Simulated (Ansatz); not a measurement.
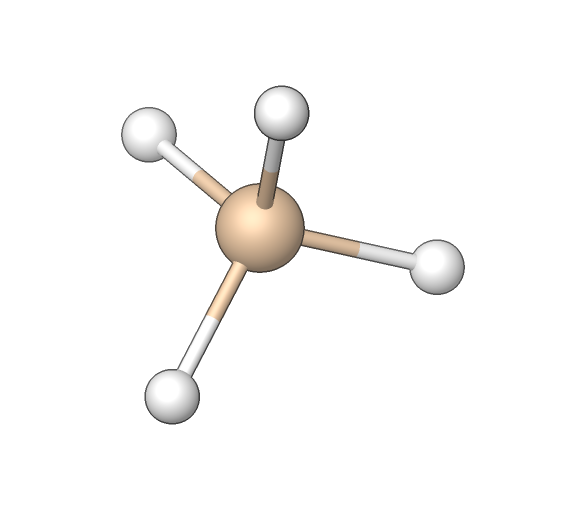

Ball-and-stick drawing of a structure. Colours: hydrogen white, silicon light orange.

Which formula does it have?

Answer. SiH4, 5 atoms: 1 silicon and 4 hydrogen.

Count the bonded pairs by element.

Answer. 4 Si–H. Sticks follow a distance rule.

How many atoms are distinct by symmetry?

Answer. 2: 4 H, 1 Si.

Give the symmetry (Schoenflies symbol).

Answer. Td.

More results for the same structure follow; atom numbers are the same in all pictures, views and colours differ. The computed structure is the end point of a PBE0-D4/def2-TZVP optimisation.

### Charges

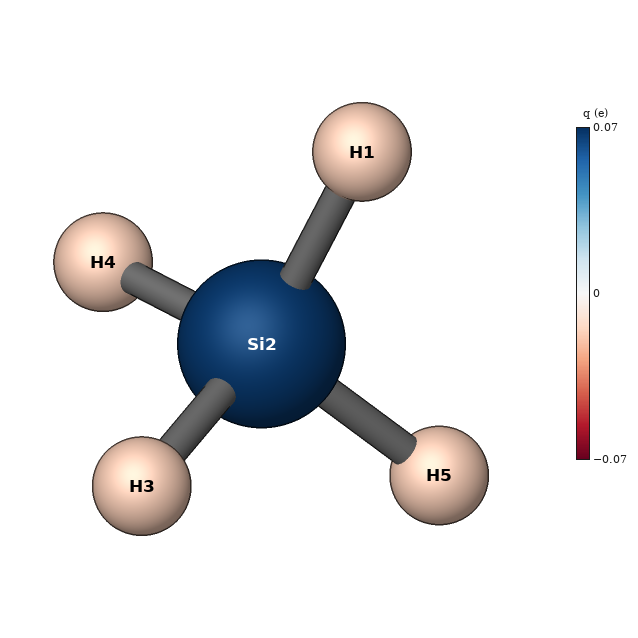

Atoms are coloured by their Mulliken charges. Properties computed with RKS PBE0-D4/def2-TZVP (Ansatz 0.2.0).

List the Mulliken charges.

```tsv
atom	value (e)
H1	−0.02
Si2	0.07
H3	−0.02
H4	−0.02
H5	−0.02
```

### Vibrations

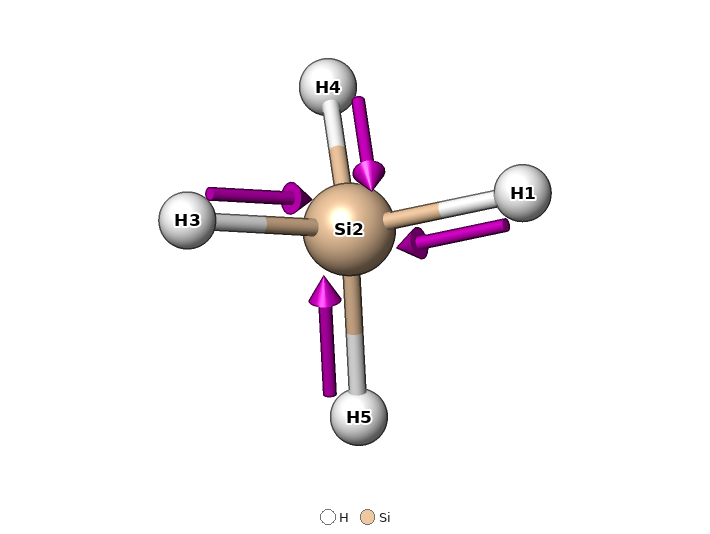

The arrows show one normal mode. Harmonic vibrations computed with RKS PBE0-D4/def2-TZVP (Ansatz 0.2.0) at a stationary point of the same level.

Describe the motion.

Answer. Mostly in-phase stretching of 4 Si–H bonds.

At what wavenumber does it lie?

Answer. 2237 cm⁻¹; it is mode 6 of 9 counted from the lowest.

### Electronic properties

Level of theory: RKS PBE0-D4/def2-TZVPP (Ansatz 0.2.0).

What is the HOMO energy (Kohn–Sham orbital)?

Answer. −9.86 eV.

Give the LUMO energy (Kohn–Sham orbital) at this level.

Answer. 1.06 eV.

Mulliken values depend strongly on the basis set and can even reverse the polarity of a bond.
